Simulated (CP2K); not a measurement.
Consider thiirane at its PBE geometry (Å).

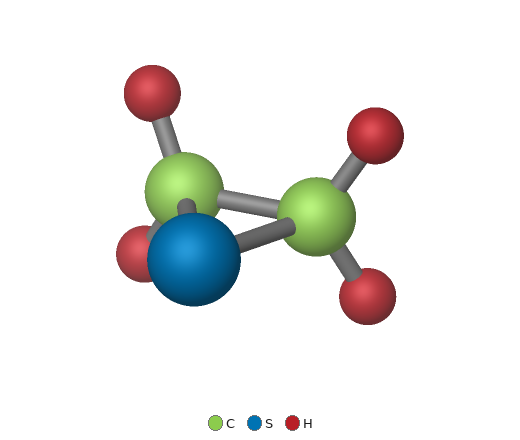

The molecule (carbon green, sulfur blue, hydrogen red).

```xyz
7

C     0.7445   -0.0684   -0.0374
C    -0.7445   -0.0422   -0.0678
S    -0.0035    1.1468    1.0947
H     1.2344   -0.9153    0.4443
H     1.2834    0.3547   -0.8859
H    -1.2323    0.3974   -0.9388
H    -1.2818   -0.8730    0.3908
```

Method: CP2K XAS_TDP, all-electron GAPW, PBEh(45%), aug-cc-pVTZ, TDA, GW2X-corrected core level, ZORA, spin–orbit coupling.

Question: Where do the S L₂,₃-edge lines lie, and how strong are they?

Leading lines: S3 165.26 eV. The leading line of an atom is its first one with 35 % of the strongest within 2.5 eV of its lowest line over the strength cut. Core ionisation energies at this level: S3 168.47/168.50/169.60 eV; the 2p½ level lies 1.11 eV above the 2p3/2 pair.

The first six lines of each atom with a strength over 0.0003:

```csv
atom,energy (eV),states,"strength, one atom",above the computed threshold
S3 (bonded to 2 C),163.86,1,0.0024,
,164.04,1,0.0009,
,164.34,1,0.0015,
,164.51,2,0.0004,
,165.09,3,0.0005,
,165.15,1,0.0010,
```

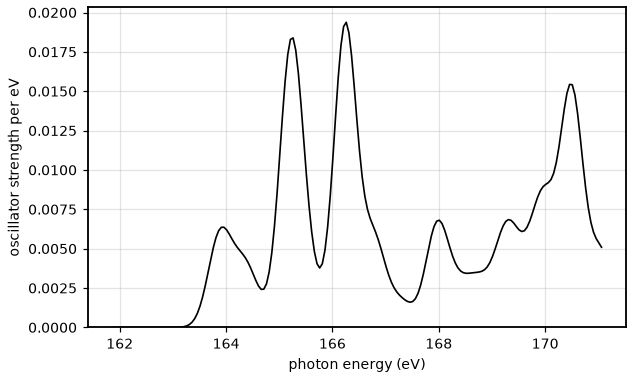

All atoms added, broadened by 0.5 eV.

Lines are vertical, at one geometry, with no vibrational structure. GW2X ionisation energies and lines can be off by 1 to 2 eV either way, and a good line position may hide errors that cancel. Rydberg lines, and the discretised continuum above threshold, depend on the basis and the box.

[Banner, clock and machine lines of the logs are left out without a mark of their own.]

[Logs are printed without paths, hosts, clocks, repeated set-up lines and the standing remarks that a program may print on its own settings, such as how far it seeks lower states.]

[Hosts, paths, dates, database ids (printed as entryN), source tags and the programs' standing remarks are cut or masked in the printed files.]
